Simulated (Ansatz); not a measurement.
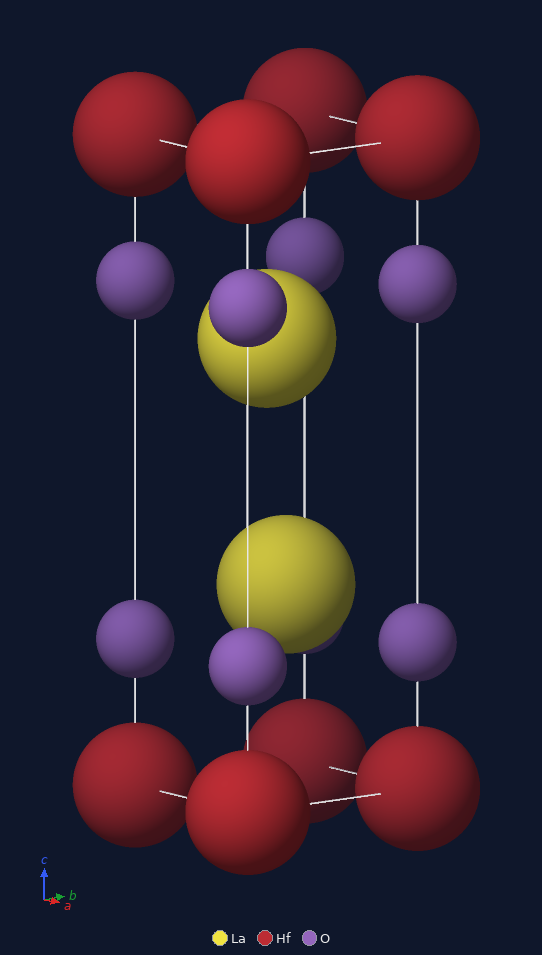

Shown here is a spheres-only view of the crystal, taken slightly off an axis. Lines trace the edges of the simulation cell.

```
CELL_PARAMETERS angstrom
3.97808 0.00000 0.00000
-1.98904 3.44512 0.00000
0.00000 0.00000 9.15704
ATOMIC_POSITIONS crystal
La 0.33333 0.66667 0.29788
La 0.66667 0.33333 0.70212
Hf 0.00000 0.00000 0.00000
O 0.00000 0.00000 0.22476
O 0.00000 0.00000 0.77524
```

Calculation details: DFT PBE, scalar-relativistic, plane waves, PAW (Ansatz 0.2.0); a basis cut at 420 eV, k-points on a 12×12×4 grid, Gaussian smearing of 0.1 eV, no spin polarisation.

Question: How are the electrons shared out in a Bader analysis?

Answer: La +1.10 e; Hf +0.67 e; O -1.43 e.

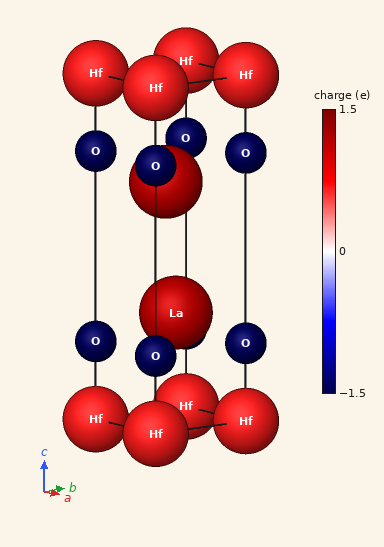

The atoms coloured by those charges.

Provenance: a structure type filled with these elements by a generator (whether the compound takes this form wasn't checked). Earlier steps of the study may have refined or changed the cell and positions. Ansatz was used for an electronic-structure calculation on it.
